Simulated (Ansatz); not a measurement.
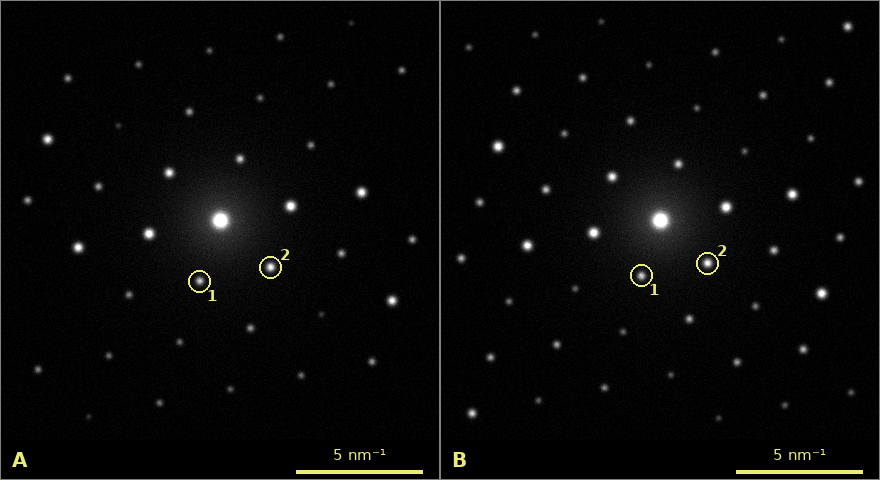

Kinematic electron diffraction patterns (200 kV, B = 0.5 Å², same scale) along [011] of the run's own cell, for the start and the end of one relaxation of RbTl4Ag3 with Ansatz, DFT, PAW plane waves, pbe. k mesh 5×5×5. The start is a generated model structure, and the relaxation ends in the nearest stationary point of its symmetry, not necessarily the ground state. Spot 1 is -1 0 0 and spot 2 is 0 -1 1 in both.

Start structure:

```yaml
crystal:
  lattice:
    - [4.53043, 0.00000, 0.00000]
    - [-2.26521, 3.92347, 0.00000]
    - [-2.26521, 1.30782, 12.46731]
  atoms:
    - { symbol: Rb, position: [0.50000, 0.50000, 0.50000] }
    - { symbol: Tl, position: [0.08647, 0.91353, 0.25941] }
    - { symbol: Tl, position: [0.91353, 0.08647, 0.74059] }
    - { symbol: Tl, position: [0.30242, 0.69758, 0.90726] }
    - { symbol: Tl, position: [0.69758, 0.30242, 0.09274] }
    - { symbol: Ag, position: [0.23100, 0.76900, 0.69300] }
    - { symbol: Ag, position: [0.76900, 0.23100, 0.30700] }
    - { symbol: Ag, position: [0.00000, 0.00000, 0.00000] }
```

**Which pattern belongs to the start structure, and which to the relaxed one?**

A is the start: its cell gives d(1) = 3.902 Å, d(2) = 3.618 Å and an angle of 65.3°. B is the relaxed structure, with d(1) = 4.256 Å (+9.1 %), d(2) = 3.894 Å (+7.6 %) and 66.2°.

**Name reflections whose intensity changes strongly on relaxation.**

3 -2 2 comes into sight; 1 2 -2 goes from 3 to 9.6 % of the strongest spot; 1 -2 2 goes from 11 to 19 % of the strongest spot.

**What did the relaxation do to the structure and the energy?**

The volume changed by +19.0 % to 32.98 Å³ an atom; with the mean shift removed, the atoms moved by up to 0.20 Å relative to the cell (Tl most); the space group stayed R-3m (No. 166); the free energy fell by 140 meV an atom. Relaxed cell: a = 4.947 Å, b = 4.947 Å, c = 12.771 Å, α = 78.83°, β = 101.17°, γ = 120.00°.
